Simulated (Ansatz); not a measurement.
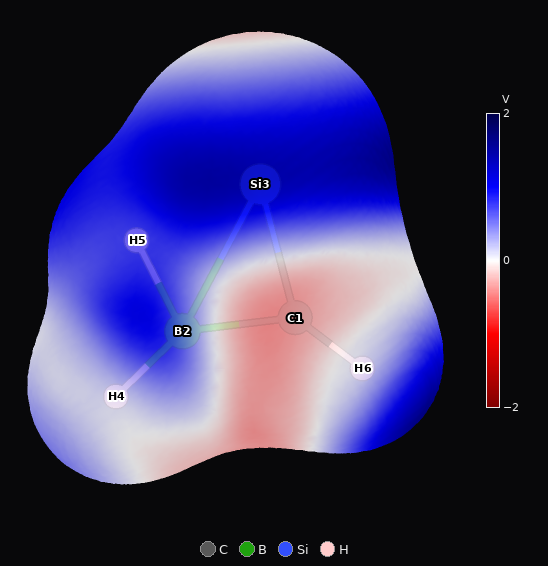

*CH3BSi. The molecular electrostatic potential painted on the density surface at 0.004 e/bohr³, seen across its widest extent; the colour scale runs from red (negative) to blue (positive).*

Geometry: r2SCAN-D4/def2-TZVP.

Theory: isolated molecule in a Gaussian basis; Kohn-Sham density functional theory, functional PBE0 (Ansatz 0.2.0).

| atom | x (Å) | y (Å) | z (Å) |
| --- | --- | --- | --- |
| C | -2.3427 | 1.7035 | -0.9315 |
| B | -1.4869 | 1.6633 | 0.2359 |
| Si | -1.1714 | 0.5367 | -1.5342 |
| H | -1.3600 | 2.1205 | 1.3257 |
| H | -0.5033 | 0.8382 | 0.0362 |
| H | -3.2420 | 2.2219 | -1.2156 |

### Describe the electrostatic potential map.

The most negative region (about −0.4 V, or −9 kcal/mol for a unit charge) lies over the π face of C1, the most positive (about +1.6 V, or +37 kcal/mol for a unit charge) over Si3 and H6.
